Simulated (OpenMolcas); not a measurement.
# One shape, several levels: triplet [SiF5]−

Aim: a comparison of 6 runs (UHF/6-31G*, U-revPBE/6-31G*, UBHLYP/6-31G*, UM06-L/6-31G*, UPBE/6-31G*, USVWN5/6-31G*) of triplet [SiF5]−. 

The calculation is run with OpenMolcas 26.06.

## 1. Starting point

[SiF5]− has 6 atoms, charge -1, and is taken as a triplet. SMILES of the parent species: `F[Si-](F)(F)(F)F`. Geometry: relaxed at PBE0-D4/def2-TZVPD. That shape belongs to the parent species and isn't relaxed for this state.

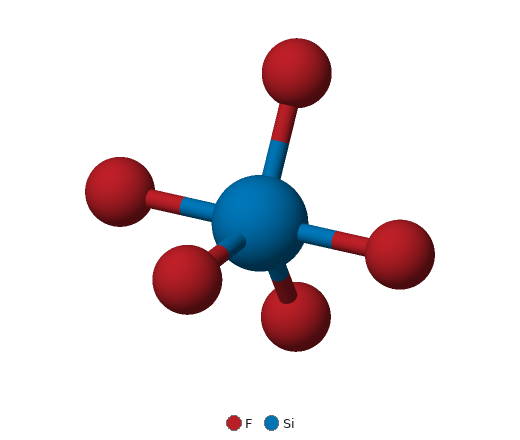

The structure, seen from a chosen angle (fluorine red, silicon blue).

## 2. A single-point energy at UHF/6-31G(d) (spherical functions) (run 1)

The input, input.xyz:

```xyz
6

F     -0.716900    -1.106000     1.023500
Si     0.000000     0.000000     0.000000
F     -1.466700     0.583500    -0.396400
F      0.651500    -1.218400    -0.860200
F      0.716500     1.105800    -1.024000
F      0.815500     0.635100     1.257000
```

The input, mol.inp:

```
* F5Si Hartree-Fock

&GATEWAY
  BasLib=$CurrDir
  Coord=input.xyz
  Basis=6-31Gs
  Group=NoSym

&SEWARD

&SCF
  UHF
  Charge=-1
  Spin=3
  Thresholds=1e-10 1e-07 1e-07 1e-05
  PrOrbitals=1 2
```

The basis set 6-31G* is read from a file made from the Basis Set Exchange's data (not shown).

Command:

```console
$ export MOLCAS_MEM=1860
$ pymolcas mol.inp > mol.log
```

Log:

```text
--- Start Module: gateway ---
[...]
--- Stop Module: gateway /rc=_RC_ALL_IS_WELL_ ---
--- Start Module: seward ---
[...]
      Basis functions           88
--- Stop Module: seward /rc=_RC_ALL_IS_WELL_ ---
[...]
--- Start Module: scf ---
[...]
       Convergence after 103 Iterations
[...]
::    Total SCF energy                               -786.0260881745
[...]
      Total spin, S                                     1.0022324827
[...]
      Total electronic charge=   60.000000
      Total            charge=   -1.000000
[...]
      Dipole Moment (debye):
      Origin of the operator (angstrom)=   -0.0000    0.0000   -0.0000
                   X= -1.8657E+00               Y=  7.4773E-01               Z= -4.9787E-01           Total=  2.0707E+00
      Center of Charge (angstrom)
[...]
--- Stop Module: scf /rc=_RC_ALL_IS_WELL_ ---
[...]
```

Wall time 34 s (1 thread of Intel Xeon Platinum 8375C at 2.90GHz (Ice Lake), shared host); peak memory 0.48 GiB.

## 3. The energy at U-revPBE/6-31G(d) (spherical functions) (run 2)

The input, run.inp:

```
>>> EXPORT MOLCAS_PRINT=2
&GATEWAY
BasLib=$CurrDir
Coord
6
angstrom
F       -0.716900      -1.106000       1.023500
Si       0.000000       0.000000       0.000000
F       -1.466700       0.583500      -0.396400
F        0.651500      -1.218400      -0.860200
F        0.716500       1.105800      -1.024000
F        0.815500       0.635100       1.257000
Basis=6-31Gs
Group=NoSym
&SEWARD
GridInput
Grid=UltraFine
End of Grid
&SCF
UHF
Charge=-1
Spin=3
KSDFT=revPBE
Thresholds=1e-10 1e-07 1e-07 1e-05
PrOrbitals=1 2
```

The basis set 6-31G* is read from a file made from the Basis Set Exchange's data (not shown).

Command:

```console
$ export MOLCAS_MEM=1860
$ pymolcas run.inp > run.log
```

Log:

```text
--- Start Module: gateway ---
[...]
--- Stop Module: gateway /rc=_RC_ALL_IS_WELL_ ---
--- Start Module: seward ---
[...]
      Basis functions           88
--- Stop Module: seward /rc=_RC_ALL_IS_WELL_ ---
[...]
--- Start Module: scf ---
[...]
       Convergence after  44 Iterations
[...]
::    Total KS-DFT energy                            -788.4350017395
[...]
      Total spin, S                                     1.0003925127
[...]
      Total electronic charge=   60.000000
      Total            charge=   -1.000000
[...]
      Dipole Moment (debye):
      Origin of the operator (angstrom)=   -0.0000    0.0000   -0.0000
                   X= -1.0114E+00               Y=  1.9305E+00               Z=  1.3791E+00           Total=  2.5791E+00
      Center of Charge (angstrom)
[...]
--- Stop Module: scf /rc=_RC_ALL_IS_WELL_ ---
[...]
```

Run time: 69 s. Hardware: 1 thread of Intel Xeon Platinum 8375C at 2.90GHz (Ice Lake), shared host; peak memory 0.48 GiB.

Runs 3 to 5 aren't shown in full; the table further down has their settings and results.

## 4. The energy at USVWN5/6-31G(d) (spherical functions) (run 6)

The input, calc.inp:

```
* F5Si Kohn-Sham DFT
>>> EXPORT MOLCAS_PRINT=2

&gateway
  baslib=$CurrDir
  coord
  6
  angstrom
  F       -0.716900      -1.106000       1.023500
  Si       0.000000       0.000000       0.000000
  F       -1.466700       0.583500      -0.396400
  F        0.651500      -1.218400      -0.860200
  F        0.716500       1.105800      -1.024000
  F        0.815500       0.635100       1.257000
  basis=6-31Gs
  group=NoSym

&seward
  gridinput
  Grid=UltraFine
  End of Grid

&scf
  uhf
  charge=-1
  spin=3
  ksdft=SVWN5
  thresholds=1e-10 1e-07 1e-07 1e-05
  prorbitals=1 1
```

The basis set 6-31G* is read from a file made from the Basis Set Exchange's data (not shown).

Command:

```console
$ export MOLCAS_MEM=1860
$ pymolcas calc.inp > calc.log
```

Log:

```text
--- Start Module: gateway ---
[...]
--- Stop Module: gateway /rc=_RC_ALL_IS_WELL_ ---
--- Start Module: seward ---
[...]
      Basis functions           88
--- Stop Module: seward /rc=_RC_ALL_IS_WELL_ ---
[...]
--- Start Module: scf ---
[...]
       Convergence after  56 Iterations
[...]
::    Total KS-DFT energy                            -784.3906658257
[...]
      Total spin, S                                     1.0002097094
[...]
      Total electronic charge=   60.000000
      Total            charge=   -1.000000
[...]
      Dipole Moment (debye):
      Origin of the operator (angstrom)=   -0.0000    0.0000   -0.0000
                   X= -1.1900E+00               Y= -9.2766E-01               Z= -1.8358E+00           Total=  2.3763E+00
      Center of Charge (angstrom)
[...]
--- Stop Module: scf /rc=_RC_ALL_IS_WELL_ ---
[...]
```

Wall time 54 s (1 thread of Intel Xeon Platinum 8375C at 2.90GHz (Ice Lake), shared host); peak memory 0.48 GiB.

## 5. Overview of the runs

```
run                                  level  integration grid  energy (Eh)  HOMO energy (eV)   ⟨S²⟩  wall time
  1       UHF/6-31G* (spherical functions)                 –  -786.026088              3.33  2.007       34 s
  2  U-revPBE/6-31G* (spherical functions)         UltraFine  -788.435002              6.34  2.001       69 s
  3    UBHLYP/6-31G* (spherical functions)         UltraFine  -788.446113              4.96  2.011    3.1 min
  4    UM06-L/6-31G* (spherical functions)         UltraFine  -788.601439              6.58  2.004    2.8 min
  5      UPBE/6-31G* (spherical functions)         UltraFine  -788.065242              6.23  2.001       72 s
  6    USVWN5/6-31G* (spherical functions)         UltraFine  -784.390666              5.99  2.001       54 s
```

## 6. Outcome

```
                                 quantity          value
                      run 6: total energy  -784.39067 Eh
run 6: HOMO energy (highest over α and β)        5.99 eV
                              run 6: ⟨S²⟩          2.001
```

What this shows: Totals of different functionals can't be ranked against each other. In runs 1, 2, 3, 4, 5, 6 the HOMO lies above zero, so the outermost electron may be held by the basis alone. All runs together took 9.7 min, the longest 3.1 min.
